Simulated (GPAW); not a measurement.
**PBE/real-space grid (scalar-relativistic datasets) run of C2H2BCl (SMILES ClB1C=C1)**

We compute ionisation energies of C2H2BCl. 

The calculation is run with GPAW 26.7.0.

2 further runs of the same task are left out: 2 set aside as unsound or not needed.

**1. The system as given**

C2H2BCl has 6 atoms, charge 0, and is taken as a singlet. As SMILES, `ClB1C=C1`. The coordinates come from a GFN2-xTB relaxation.

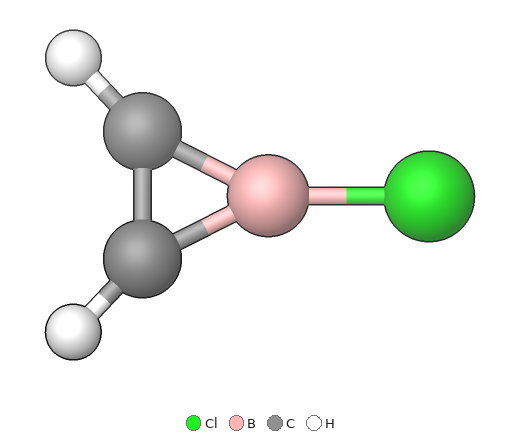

The structure, seen from a chosen angle (chlorine green, boron pink, carbon grey, hydrogen white).

**2. Ionisation energies at PBE/real-space grid (scalar-relativistic datasets)**

The input, run.py:

```python
from ase.io.zmatrix import parse_zmatrix
from gpaw import GPAW

# Atomic positions
zmat = """
Cl
B 1 r2
C 2 r3 1 a3
C 3 r4 2 a4 1 d4
H 3 r5 4 a5 2 d5
H 4 r6 3 a6 5 d6
"""
values = dict(r2=1.693689, r3=1.488489, a3=152.81169, r4=1.359025, a4=62.83986, d4=179.88434, r5=1.070643, a5=137.17832, d5=-179.99776, r6=1.070893, a6=137.17408, d6=0.09651)
molecule = parse_zmatrix(zmat, defs=values)
molecule.center(vacuum=4.5)

energies = {}
for name, charge, unpaired in [("neutral", 0, 0), ("oxidised", 1, 1)]:
    molecule.set_initial_magnetic_moments([unpaired / len(molecule)] * len(molecule))
    calculator = GPAW(mode="fd",
                      h=0.18,
                      symmetry="off",
                      charge=charge,
                      maxiter=100,
                      xc="PBE",
                      occupations={"name": "fermi-dirac", "width": 0.0, "fixmagmom": unpaired > 0},
                      txt="-")
    molecule.calc = calculator
    energies[name] = molecule.get_potential_energy()
    print(f'{name:10} {energies[name]:12.5f} eV')

ip = energies["oxidised"] - energies["neutral"]
print(f"Vertical IP: {ip:.3f} eV")
```

Command:

```bash
$ python run.py > run.log
```

The program printed:

```text
__  _  _
 | _ |_)|_||  |
 |__||  | ||/\| - 26.7.0

units:  Angstrom and eV
cores:  1
OpenMP: False

Versions:
  Python: 3.12.14
  ASE:    3.29.0
  Numpy:  2.5.5
  Scipy:  1.18.1
  Libxc:  7.0.0

Input parameters:
  mode=FD(),
  charge=0.0,
  h=0.18,
  maxiter=100,
  occupations=Occupations(name='fermi-dirac', width=0.0, fixmagmom=False),
  symmetry=Symmetry(point_group=False, time_reversal=False),
  xc=XC(name='PBE')

Diagonalizing LCAO Hamiltonian
Converting LCAO to fd mode
        .------------------------------.
       /|                              |
      / |                              |
     /  |                              |
    /   |                              |
   /    |                              |
  /     |                              |
 *      |                              |
 |      |                H             |
 |      |      Cl   B CC               |
 |      |               H              |
 |      .------------------------------.
 |     /                              /
 |    /                              /
 |   /                              /
 |  /                              /
 | /                              /
 |/                              /
 *------------------------------*

Atoms  # Å, Bohr magnetons
|   | symbol |        x |        y |        z |    initial magnetic moments |
|---|--------|----------|----------|----------|-----------------------------|
| 0 |     Cl | 4.500000 | 5.963962 | 4.500768 | ( 0.0000,  0.0000,  0.0000) |
| 1 |      B | 6.193689 | 5.963962 | 4.500768 | ( 0.0000,  0.0000,  0.0000) |
| 2 |      C | 7.517714 | 6.644078 | 4.500768 | ( 0.0000,  0.0000,  0.0000) |
| 3 |      C | 7.518381 | 5.285055 | 4.503209 | ( 0.0000,  0.0000,  0.0000) |
| 4 |      H | 8.245065 | 7.429722 | 4.500000 | ( 0.0000,  0.0000,  0.0000) |
| 5 |      H | 8.246729 | 4.500000 | 4.506488 | ( 0.0000,  0.0000,  0.0000) |

Unit cell  # Å
| periodic |         x |         y |        z |   lengths |    angles |
|----------|-----------|-----------|----------|-----------|-----------|
|       no | 12.746729 |  0.000000 | 0.000000 | 12.746729 | 90.000000 |
|       no |  0.000000 | 11.929722 | 0.000000 | 11.929722 | 90.000000 |
|       no |  0.000000 |  0.000000 | 9.006488 |  9.006488 | 90.000000 |

Number of symmetries: 1
Symmetry operations  # r_c * U_cc + t_c -> r_c
|   | kind |            matrix            |
|---|------|------------------------------|
| 0 |  E   |  1, 0, 0,  0, 1, 0,  0, 0, 1 |

BZ-sampling:
  Number of BZ points: 1
  Number of IBZ points: 1

  Monkhorst-Pack size: [1, 1, 1]
  Monkhorst-Pack shift: [0, 0, 0]

K-points  # in reciprocal-cell coordinates
|   |                                coordinates |     weight |
|---|--------------------------------------------|------------|
| 0 | (  0.00000000,   0.00000000,   0.00000000) | 1.00000000 |

Uniform wave function grid shape: (np.int64(71), np.int64(67), np.int64(51))
Spin-components: 1 (collinear spins)
Bands:           16
Projectors:      26
Spin-degeneracy: 2
Datatype:        float64

  Storage: CPU
  Wave functions: 31_053_696 bytes (31_053_696 per core)

Parallelization:
  kpt:    1
  domain: 1
  band:   1

Density:
  Valence electrons: 20.0
  Components: 1
  Grid points: [72 68 52]
  Charge: 0.0  # |e|

Potential:
  Grid points: [72 68 52]

species:
  Cl:
    name:    Chlorine
    Z:       17.0
    valence: 7
    core:    10
    charge:  0.0  # [|e|]
    file:    Cl.PBE.gz
    compensation charges:
      type: gauss
      rc: 0.25  # [Å]
      lmax: 2
    cutoffs:
      filter: 1.40  # [Å]
      core: 1.49  # [Å]
    projectors
    | kind |    occ | energy [eV] | rcut [Å] |
    |------|--------|-------------|----------|
    |   3s |  2.000 |     -20.689 |    0.794 |
    |   3p |  5.000 |      -8.594 |    0.794 |
    |    s |        |       6.523 |    0.794 |
    |    p |        |      18.617 |    0.794 |
    |    d |        |       0.000 |    0.794 |

    Using partial waves for Cl as LCAO basis

  B:
    name:    Boron
    Z:       5.0
    valence: 3
    core:    2
    charge:  0.0  # [|e|]
    file:    B.PBE.gz
    compensation charges:
      type: gauss
      rc: 0.20  # [Å]
      lmax: 2
    cutoffs:
      filter: 1.14  # [Å]
      core: 1.38  # [Å]
    projectors
    | kind |    occ | energy [eV] | rcut [Å] |
    |------|--------|-------------|----------|
    |   2s |  2.000 |      -9.443 |    0.635 |
    |   2p |  1.000 |      -3.606 |    0.635 |
    |    s |        |      17.768 |    0.635 |
    |    p |        |      23.605 |    0.635 |
    |    d |        |       0.000 |    0.635 |

    Using partial waves for B as LCAO basis

  C:
    name:    Carbon
    Z:       6.0
    valence: 4
    core:    2
    charge:  0.0  # [|e|]
    file:    C.PBE.gz
    compensation charges:
      type: gauss
      rc: 0.20  # [Å]
      lmax: 2
    cutoffs:
      filter: 1.14  # [Å]
      core: 1.14  # [Å]
    projectors
    | kind |    occ | energy [eV] | rcut [Å] |
    |------|--------|-------------|----------|
    |   2s |  2.000 |     -13.751 |    0.635 |
    |   2p |  2.000 |      -5.284 |    0.635 |
    |    s |        |      13.461 |    0.635 |
    |    p |        |      21.927 |    0.635 |
    |    d |        |       0.000 |    0.635 |

    Using partial waves for C as LCAO basis

  H:
    name:    Hydrogen
    Z:       1.0
    valence: 1
    core:    0
    charge:  0.0  # [|e|]
    file:    H.PBE.gz
    compensation charges:
      type: gauss
      rc: 0.15  # [Å]
      lmax: 2
    cutoffs:
      filter: 0.85  # [Å]
      core: 0.53  # [Å]
    projectors
    | kind |    occ | energy [eV] | rcut [Å] |
    |------|--------|-------------|----------|
    |   1s |  1.000 |      -6.494 |    0.476 |
    |    s |        |      20.717 |    0.476 |
    |    p |        |       0.000 |    0.476 |

    Using partial waves for H as LCAO basis

Reference energy: -15304.675518  # eV

eigensolver:
  PPCG
  Converge bands: occupied
  niter=2

density mixing:
  MSR1-Mixer
  Pratt-step length: 0.05
  Maximum mixing coefficient: 0.75
  Old densities: 10
  SVD Regularization: 0.005
  Good broyden scale: 1.0
  Trust region scale: 1.0
  Backstep threshold: 4.0
  History deletion threshold: 6.0
  Fourier metric: weight=20.0, sigma=0.015

occupation numbers:
  # Zero width

FastPoissonSolver using
    Stencil: 6*3+1=19 point O(h^6) finite-difference Laplacian
    FFT axes: []
    FST axes: [np.int64(2), np.int64(1), np.int64(0)]

xc functional:
  name: PBE with 2 nearest neighbor stencil
interpolation: tri-quintic # 5. degree polynomial

Initialization done in: 3.641 s

convergence criteria:
- Maximum [total energy] change in last 3 cyles: 0.0005 eV / valence electron
- Maximum integral of absolute [dens]ity change: 0.0001 electrons / valence electron
- Maximum integral of absolute [eigenst]ate change: 4e-08 eV^2 / valence electron
maximum number of iterations: 100

SCF iterations
|iter     |     time |      energy | eigst |  dens |
|---------|----------|-------------|-------|-------|
|iter:   1| 00:00:05 |  -36.668147 | +1.24 |       |
|iter:   2| 00:00:07 |  -36.093010 | +0.04 | -0.72 |
|iter:   3| 00:00:09 |  -33.134012 | +0.62 | -0.75 |
|iter:   4| 00:00:12 |  -32.940660 | +0.20 | -1.26 |
|iter:   5| 00:00:14 |  -32.930725 | -0.90 | -1.65 |
|iter:   6| 00:00:16 |  -32.932002c| -1.73 | -2.07 |
|iter:   7| 00:00:18 |  -32.932241c| -2.65 | -2.59 |
|iter:   8| 00:00:20 |  -32.932292c| -3.48 | -3.06 |
|iter:   9| 00:00:22 |  -32.932297c| -4.16 | -3.73 |
|iter:  10| 00:00:24 |  -32.932298c| -4.85 | -4.10c|
|iter:  11| 00:00:26 |  -32.932298c| -5.48 | -4.60c|
|iter:  12| 00:00:28 |  -32.932298c| -6.11 | -5.11c|
|iter:  13| 00:00:31 |  -32.932298c| -6.73 | -5.38c|
|iter:  14| 00:00:33 |  -32.932298c| -7.32 | -5.67c|
|iter:  15| 00:00:34 |  -32.932298c| -7.64c| -6.13c|

Converged in 15 steps
SCF loop duration: 30.725 s (2.048 s/step)
Energy contributions relative to reference atoms: (reference = -15304.675518)

Energy contributions:
  Kinetic:          34.063271
  Coulomb:         -35.776964
  Zero:              0.320771
  External:          0.000000
  Xc:              -31.539377
  Entropy:           0.000000
  Spinorbit:         0.000000
  ----------------------------
  Free energy:     -32.932298
  Extrapolated:    -32.932298

dipole moment: (0.368784, 0.000166, 0.000364)  # |e|*Ang

Fermi level: -4.041
Eigenvalues  # (at kpt = [0.000, 0.000, 0.000])
| band index |      eig [eV] | occ [0-2] |
|------------|---------------|-----------|
|          0 |       -21.271 |     2.000 |
|        ... |               |           |
|          2 |       -13.988 |     2.000 |
|          3 |       -13.158 |     2.000 |
|          4 |       -11.423 |     2.000 |
|          5 |        -9.154 |     2.000 |
|          6 |        -8.815 |     2.000 |
|          7 |        -8.266 |     2.000 |
|          8 |        -7.817 |     2.000 |
|          9 |        -6.388 |     2.000 |
|         10 |        -1.694 |     0.000 |
|         11 |        -0.667 |     0.000 |
|         12 |        -0.100 |     0.000 |
|         13 |         0.329 |     0.000 |
|         14 |         0.532 |     0.000 |
|         15 |         1.439 |     0.000 |

Gap: 4.694 eV
Transition (v -> c):
  (s=0, k=0, n=9, [0.00, 0.00, 0.00]) -> (s=0, k=0, n=10, [0.00, 0.00, 0.00])
No difference between direct/indirect transitions
vacuum-level: 0.000  # V
neutral       -32.93230 eV
  __  _  _
 | _ |_)|_||  |
 |__||  | ||/\| - 26.7.0

units:  Angstrom and eV
cores:  1
OpenMP: False

Versions:
  Python: 3.12.14
  ASE:    3.29.0
  Numpy:  2.5.5
  Scipy:  1.18.1
  Libxc:  7.0.0

Input parameters:
  mode=FD(),
  charge=1,
  h=0.18,
  maxiter=100,
  occupations=Occupations(name='fermi-dirac', width=0.0, fixmagmom=True),
  symmetry=Symmetry(point_group=False, time_reversal=False),
  xc=XC(name='PBE')

timing:  # [seconds]
  Total: 34.407  # ━━━━━━━━━━━━━━━━━━━━━━━━━━━━━━━━━━━━━━━━━━━━━━━━━━━━━━━━━━
  Init:   3.641  # ━━━━━━
  SCF:   30.725  # ━━━━━━━━━━━━━━━━━━━━━━━━━━━━━━━━━━━━━━━━━━━━━━━━━━━━

Max RSS: 681.059  # MiB

Diagonalizing LCAO Hamiltonian
Converting LCAO to fd mode
        .------------------------------.
       /|                              |
      / |                              |
     /  |                              |
    /   |                              |
   /    |                              |
  /     |                              |
 *      |                              |
 |      |                H             |
 |      |      Cl   B CC               |
 |      |               H              |
 |      .------------------------------.
 |     /                              /
 |    /                              /
 |   /                              /
 |  /                              /
 | /                              /
 |/                              /
 *------------------------------*

Atoms  # Å, Bohr magnetons
|   | symbol |        x |        y |        z |    initial magnetic moments |
|---|--------|----------|----------|----------|-----------------------------|
| 0 |     Cl | 4.500000 | 5.963962 | 4.500768 | ( 0.0000,  0.0000,  0.1667) |
| 1 |      B | 6.193689 | 5.963962 | 4.500768 | ( 0.0000,  0.0000,  0.1667) |
| 2 |      C | 7.517714 | 6.644078 | 4.500768 | ( 0.0000,  0.0000,  0.1667) |
| 3 |      C | 7.518381 | 5.285055 | 4.503209 | ( 0.0000,  0.0000,  0.1667) |
| 4 |      H | 8.245065 | 7.429722 | 4.500000 | ( 0.0000,  0.0000,  0.1667) |
| 5 |      H | 8.246729 | 4.500000 | 4.506488 | ( 0.0000,  0.0000,  0.1667) |

Unit cell  # Å
| periodic |         x |         y |        z |   lengths |    angles |
|----------|-----------|-----------|----------|-----------|-----------|
|       no | 12.746729 |  0.000000 | 0.000000 | 12.746729 | 90.000000 |
|       no |  0.000000 | 11.929722 | 0.000000 | 11.929722 | 90.000000 |
|       no |  0.000000 |  0.000000 | 9.006488 |  9.006488 | 90.000000 |

Number of symmetries: 1
Symmetry operations  # r_c * U_cc + t_c -> r_c
|   | kind |            matrix            |
|---|------|------------------------------|
| 0 |  E   |  1, 0, 0,  0, 1, 0,  0, 0, 1 |

BZ-sampling:
  Number of BZ points: 1
  Number of IBZ points: 1

  Monkhorst-Pack size: [1, 1, 1]
  Monkhorst-Pack shift: [0, 0, 0]

K-points  # in reciprocal-cell coordinates
|   |                                coordinates |     weight |
|---|--------------------------------------------|------------|
| 0 | (  0.00000000,   0.00000000,   0.00000000) | 1.00000000 |

Uniform wave function grid shape: (np.int64(71), np.int64(67), np.int64(51))
Spin-components: 2 (collinear spins)
Bands:           16
Projectors:      26
Spin-degeneracy: 1
Datatype:        float64

  Storage: CPU
  Wave functions: 62_107_392 bytes (62_107_392 per core)

Parallelization:
  kpt:    1
  domain: 1
  band:   1

Density:
  Valence electrons: 20.0
  Components: 2
  Grid points: [72 68 52]
  Charge: 1.0  # |e|

Potential:
  Grid points: [72 68 52]

species:
  Cl:
    name:    Chlorine
    Z:       17.0
    valence: 7
    core:    10
    charge:  0.0  # [|e|]
    file:    Cl.PBE.gz
    compensation charges:
      type: gauss
      rc: 0.25  # [Å]
      lmax: 2
    cutoffs:
      filter: 1.40  # [Å]
      core: 1.49  # [Å]
    projectors
    | kind |    occ | energy [eV] | rcut [Å] |
    |------|--------|-------------|----------|
    |   3s |  2.000 |     -20.689 |    0.794 |
    |   3p |  5.000 |      -8.594 |    0.794 |
    |    s |        |       6.523 |    0.794 |
    |    p |        |      18.617 |    0.794 |
    |    d |        |       0.000 |    0.794 |

    Using partial waves for Cl as LCAO basis

  B:
    name:    Boron
    Z:       5.0
    valence: 3
    core:    2
    charge:  0.0  # [|e|]
    file:    B.PBE.gz
    compensation charges:
      type: gauss
      rc: 0.20  # [Å]
      lmax: 2
    cutoffs:
      filter: 1.14  # [Å]
      core: 1.38  # [Å]
    projectors
    | kind |    occ | energy [eV] | rcut [Å] |
    |------|--------|-------------|----------|
    |   2s |  2.000 |      -9.443 |    0.635 |
    |   2p |  1.000 |      -3.606 |    0.635 |
    |    s |        |      17.768 |    0.635 |
    |    p |        |      23.605 |    0.635 |
    |    d |        |       0.000 |    0.635 |

    Using partial waves for B as LCAO basis

  C:
    name:    Carbon
    Z:       6.0
    valence: 4
    core:    2
    charge:  0.0  # [|e|]
    file:    C.PBE.gz
    compensation charges:
      type: gauss
      rc: 0.20  # [Å]
      lmax: 2
    cutoffs:
      filter: 1.14  # [Å]
      core: 1.14  # [Å]
    projectors
    | kind |    occ | energy [eV] | rcut [Å] |
    |------|--------|-------------|----------|
    |   2s |  2.000 |     -13.751 |    0.635 |
    |   2p |  2.000 |      -5.284 |    0.635 |
    |    s |        |      13.461 |    0.635 |
    |    p |        |      21.927 |    0.635 |
    |    d |        |       0.000 |    0.635 |

    Using partial waves for C as LCAO basis

  H:
    name:    Hydrogen
    Z:       1.0
    valence: 1
    core:    0
    charge:  0.0  # [|e|]
    file:    H.PBE.gz
    compensation charges:
      type: gauss
      rc: 0.15  # [Å]
      lmax: 2
    cutoffs:
      filter: 0.85  # [Å]
      core: 0.53  # [Å]
    projectors
    | kind |    occ | energy [eV] | rcut [Å] |
    |------|--------|-------------|----------|
    |   1s |  1.000 |      -6.494 |    0.476 |
    |    s |        |      20.717 |    0.476 |
    |    p |        |       0.000 |    0.476 |

    Using partial waves for H as LCAO basis

Reference energy: -15304.675518  # eV

eigensolver:
  PPCG
  Converge bands: occupied
  niter=2

density mixing:
  MSR1-Mixer
  Pratt-step length: 0.05
  Maximum mixing coefficient: 0.75
  Old densities: 10
  SVD Regularization: 0.005
  Good broyden scale: 1.0
  Trust region scale: 1.0
  Backstep threshold: 4.0
  History deletion threshold: 6.0
  Fourier metric: weight=20.0, sigma=0.015

occupation numbers:
  Fixed magnetic moment: 1.000
  # Zero width

FastPoissonSolver using
    Stencil: 6*3+1=19 point O(h^6) finite-difference Laplacian
    FFT axes: []
    FST axes: [np.int64(2), np.int64(1), np.int64(0)]

xc functional:
  name: PBE with 2 nearest neighbor stencil
interpolation: tri-quintic # 5. degree polynomial

Initialization done in: 4.741 s

convergence criteria:
- Maximum [total energy] change in last 3 cyles: 0.0005 eV / valence electron
- Maximum integral of absolute [dens]ity change: 0.0001 electrons / valence electron
- Maximum integral of absolute [eigenst]ate change: 4e-08 eV^2 / valence electron
maximum number of iterations: 100

SCF iterations
|iter     |     time |      energy | eigst |  dens |  magmom |
|---------|----------|-------------|-------|-------|---------|
|iter:   1| 00:00:41 |  -31.524488 | +1.32 |       |  +0.9960|
|iter:   2| 00:00:45 |  -29.563876 | +0.14 | -0.47 |  +0.9962|
|iter:   3| 00:00:50 |  -23.546368 | +0.68 | -0.51 |  +0.9986|
|iter:   4| 00:00:54 |  -23.227945 | +0.11 | -0.93 |  +0.9991|
|iter:   5| 00:00:58 |  -23.191742 | -0.89 | -1.32 |  +0.9996|
|iter:   6| 00:01:02 |  -23.195675 | -1.42 | -1.58 |  +0.9999|
|iter:   7| 00:01:07 |  -23.197370c| -2.24 | -2.14 |  +1.0000|
|iter:   8| 00:01:12 |  -23.197732c| -2.86 | -2.51 |  +1.0000|
|iter:   9| 00:01:17 |  -23.197821c| -3.28 | -2.99 |  +1.0000|
|iter:  10| 00:01:22 |  -23.197831c| -4.29 | -3.57 |  +1.0000|
|iter:  11| 00:01:27 |  -23.197835c| -4.80 | -3.74 |  +1.0000|
|iter:  12| 00:01:32 |  -23.197837c| -5.34 | -4.00c|  +1.0000|
|iter:  13| 00:01:37 |  -23.197837c| -6.16 | -4.54c|  +1.0000|
|iter:  14| 00:01:42 |  -23.197837c| -6.71 | -4.94c|  +1.0000|
|iter:  15| 00:01:47 |  -23.197837c| -7.24 | -5.24c|  +1.0000|
|iter:  16| 00:01:51 |  -23.197837c| -7.67c| -5.52c|  +1.0000|

Converged in 16 steps
SCF loop duration: 71.603 s (4.475 s/step)
Energy contributions relative to reference atoms: (reference = -15304.675518)

Energy contributions:
  Kinetic:          22.170290
  Coulomb:         -23.488512
  Zero:              0.328086
  External:          0.000000
  Xc:              -22.207701
  Entropy:           0.000000
  Spinorbit:         0.000000
  ----------------------------
  Free energy:     -23.197837
  Extrapolated:    -23.197837

dipole moment: (6.645848, 5.964326, 4.501773)  # |e|*Ang

Total magnetic moment: (0.000000, 0.000000, 1.000000)

Local magnetic moments
|        x |        y |        z |
|----------|----------|----------|
| 0.000000 | 0.000000 | 0.159343 |  # Cl   0
| 0.000000 | 0.000000 | 0.054464 |  # B    1
| 0.000000 | 0.000000 | 0.082846 |  # C    2
| 0.000000 | 0.000000 | 0.082741 |  # C    3
| 0.000000 | 0.000000 | 0.026192 |  # H    4
| 0.000000 | 0.000000 | 0.026216 |  # H    5

Fermi levels: -10.734, -13.562
Eigenvalues  # (at kpt = [0.000, 0.000, 0.000])
| band index |      eig [eV] | occ [0-1] |      eig [eV] | occ [0-1] |
|------------|---------------|-----------|---------------|-----------|
|          0 |       -28.494 |     1.000 |       -28.179 |     1.000 |
|        ... |               |           |               |           |
|          2 |       -20.909 |     1.000 |       -20.565 |     1.000 |
|          3 |       -20.124 |     1.000 |       -19.793 |     1.000 |
|          4 |       -18.371 |     1.000 |       -18.209 |     1.000 |
|          5 |       -16.147 |     1.000 |       -15.886 |     1.000 |
|          6 |       -16.017 |     1.000 |       -15.474 |     1.000 |
|          7 |       -15.446 |     1.000 |       -15.106 |     1.000 |
|          8 |       -14.618 |     1.000 |       -14.481 |     1.000 |
|          9 |       -14.007 |     1.000 |       -13.117 |     0.000 |
|         10 |        -8.351 |     0.000 |        -8.180 |     0.000 |
|         11 |        -7.364 |     0.000 |        -7.296 |     0.000 |
|         12 |        -5.582 |     0.000 |        -5.390 |     0.000 |
|         13 |        -4.295 |     0.000 |        -3.989 |     0.000 |
|         14 |        -4.155 |     0.000 |        -3.981 |     0.000 |
|         15 |        -3.448 |     0.000 |        -3.294 |     0.000 |

Gap: 4.766 eV
Transition (v -> c):
  (s=1, k=0, n=9, [0.00, 0.00, 0.00]) -> (s=0, k=0, n=10, [0.00, 0.00, 0.00])
No difference between direct/indirect transitions
vacuum-level: 0.000  # V
oxidised      -23.19784 eV
Vertical IP: 9.734 eV
```

Run time: 1.9 min. Hardware: 1 thread of Intel Xeon at 2.70GHz, shared host; peak memory 0.92 GiB.

**3. Results**

Level: PBE/real-space grid (scalar-relativistic datasets).

| quantity | value |
| --- | --- |
| first ionisation energy | 9.73 eV |
